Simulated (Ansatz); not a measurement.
# Frequency calculation, with input and output: C2H7AsSi

- system: C2H7AsSi
- method: RKS B3LYP/def2-SVP (Ansatz 0.2.0)

It belongs to a series of runs on one base structure; here: vibrations at the highest image of the band. Figures and captions count atoms from 1; the log counts them from 0 in places.

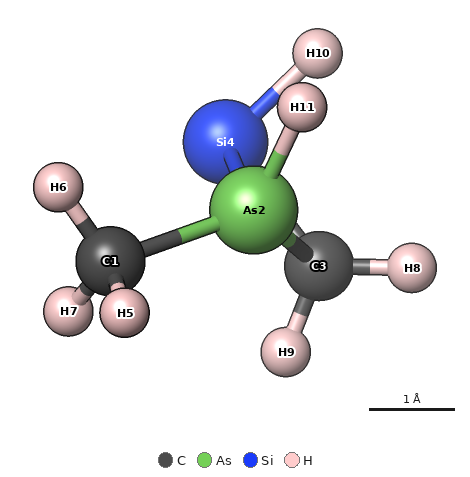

*The input geometry (ball-and-stick view, seen at a tilt; atoms are numbered from 1 in the order of the input).*

The input
```yaml
crystal:
  periodic: [false, false, false]
  atoms:
    - { symbol: C, position_ang: [-1.238489, 1.379391, -0.424926] }
    - { symbol: As, position_ang: [0.237177, 0.407132, 0.420789] }
    - { symbol: C, position_ang: [0.328224, -1.574978, 0.611396] }
    - { symbol: Si, position_ang: [1.149479, -1.314638, -1.132054] }
    - { symbol: H, position_ang: [-1.828165, 1.928713, 0.320912] }
    - { symbol: H, position_ang: [-0.826673, 2.060778, -1.180798] }
    - { symbol: H, position_ang: [-1.864315, 0.628127, -0.925482] }
    - { symbol: H, position_ang: [0.834248, -1.845686, 1.548734] }
    - { symbol: H, position_ang: [-0.721718, -1.901344, 0.636185] }
    - { symbol: H, position_ang: [2.541556, -1.055103, -0.540364] }
    - { symbol: H, position_ang: [1.453874, 1.230407, 0.686208] }
basis:
  gaussian: { orbitals: def2-SVP }
hamiltonian:
  xc: b3lyp
phonons: {}
```

Hardware: 2 threads of AMD EPYC (Zen 5), 16 GiB of memory available, shared host.

Launched with:
```bash
ansatz run input.yaml --threads 2 --pin off --max-ram 3072MiB --backend cpu --events-out ev --progress --plain --runs-dir out
```

Log
```
Engine: ansatz 0.2.0, x86_64-unknown-linux-gnu
Functional definition: B3LYP
  parameter a0 = 0.2
  parameter ax = 0.72
  parameter ac = 0.81
  exchange = (1 - a0 - ax)*slater_x + ax*b88_x + a0*exact_x
  correlation = (1 - ac)*vwn_rpa_c + ac*lyp_c
1213 factors; integrals over basis functions are off by at most 3.0e-4 eV
mean field evaluation 1: about -70886.5703 eV, gradient 5.7e1 eV
mean field evaluation 2: about -70878.9231 eV, gradient 7.5e1 eV
mean field evaluation 4: about -70894.5847 eV, gradient 4.9e0 eV
mean field evaluation 8: about -70894.6580 eV, gradient 8.5e-2 eV
mean field evaluation 16: about -70894.6580 eV, gradient 1.4e-5 eV
mean field -70894.65797388 eV, -2605.3306264150 hartree, gradient 1.4e-5 eV, S^2 0.000000; 0 other end points of the search recorded, 0 dependent functions left out
the calculation of the forces begins
reference -70894.65823443 eV, -2605.3306359898 hartree; 33, 33 occupied and 80, 80 virtual orbitals, 1213 factors
these checks for a lower state are left out or cut short: stability, starts, cluster_reference, orbital_swaps, neighbouring_geometries, increment
1213 factors; integrals over basis functions are off by at most 3.0e-4 eV
mean field -70894.65787664 eV, -2605.3306228416 hartree, gradient 1.8e-6 eV, S^2 0.000000; 0 other end points of the search recorded, 0 dependent functions left out
[... from here on the field's lines of each further geometry are left out, up to the last ...]
the calculation of the forces begins
reference -70894.65823927 eV, -2605.3306361680 hartree; 33, 33 occupied and 80, 80 virtual orbitals, 1213 factors
these checks for a lower state are left out or cut short: stability, starts, cluster_reference, orbital_swaps, neighbouring_geometries, increment
1213 factors; integrals over basis functions are off by at most 3.0e-4 eV
mean field -70894.65796510 eV, -2605.3306260925 hartree, gradient 2.1e-6 eV, S^2 0.000000; 0 other end points of the search recorded, 0 dependent functions left out
the calculation of the forces begins
reference -70894.65822565 eV, -2605.3306356673 hartree; 33, 33 occupied and 80, 80 virtual orbitals, 1213 factors
WARN: phonons: modes at or below zero, which the zero-point energy, F, S and C_V leave out: 1, the lowest at -474.68 cm⁻¹. A minimum has none, and a first-order saddle one
Total energy: -70894.65823443 eV, -2605.3306359898 hartree
Atom 0 at    -1.238489     1.379391    -0.424926 Å, force     0.011763    -0.006338    -0.003362 eV/Å
Atom 1 at     0.237177     0.407132     0.420789 Å, force     0.002941     0.003168     0.005049 eV/Å
Atom 2 at     0.328224    -1.574978     0.611396 Å, force     0.008932     0.000940     0.005857 eV/Å
Atom 3 at     1.149479    -1.314638    -1.132054 Å, force    -0.011881    -0.007018    -0.013110 eV/Å
Atom 4 at    -1.828165     1.928713     0.320912 Å, force    -0.000055    -0.001435    -0.000937 eV/Å
Atom 5 at    -0.826673     2.060778    -1.180798 Å, force    -0.004551     0.001712    -0.000912 eV/Å
Atom 6 at    -1.864315     0.628127    -0.925482 Å, force    -0.004576     0.002479     0.000532 eV/Å
Atom 7 at     0.834248    -1.845686     1.548734 Å, force    -0.000674    -0.000535    -0.000763 eV/Å
Atom 8 at    -0.721718    -1.901344     0.636185 Å, force     0.001205     0.001866    -0.005000 eV/Å
Atom 9 at     2.541556    -1.055103    -0.540364 Å, force    -0.002849     0.004710     0.009914 eV/Å
Atom 10 at     1.453874     1.230407     0.686208 Å, force    -0.000255     0.000450     0.002731 eV/Å
Dipole moment:    -0.413177     0.456265     0.409638 e Å
Vibrations: -474.68 96.40 151.54 157.13 307.66 475.75 550.99 593.60 630.70 644.91 673.68 866.14 880.63 917.31 948.25 1011.21 1276.21 1384.79 1427.00 1440.65 1993.53 2348.48 3054.57 3081.85 3164.74 3169.14 3173.76 cm⁻¹, zero-point energy 2.133806 eV
```

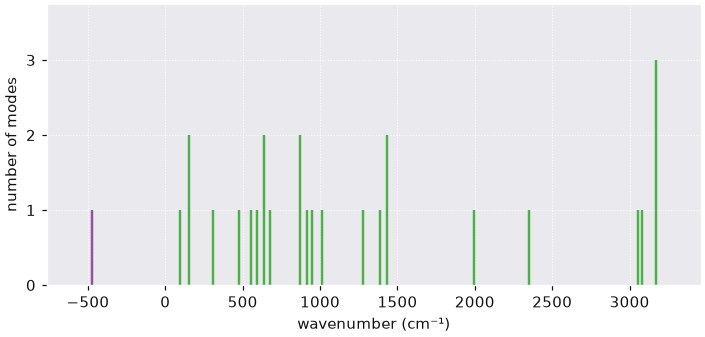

*Harmonic vibrational wavenumbers from the force constants; neighbouring modes closer than 17 cm⁻¹ are counted in one stick, and imaginary ones are drawn at negative wavenumbers.*

27 modes from 475i to 3174 cm⁻¹, 1 imaginary beyond 8i (475i cm⁻¹): a first-order saddle point, if the geometry is stationary.

Key numbers

- outcome: converged
- total energy: −70894.6582 eV
- mean-field energy: −70894.6582 eV
- largest force (length of the vector): 0.019 eV/Å
- wall time: 58 s (CPU time 1.9 min)
- peak memory: 0.29 GiB
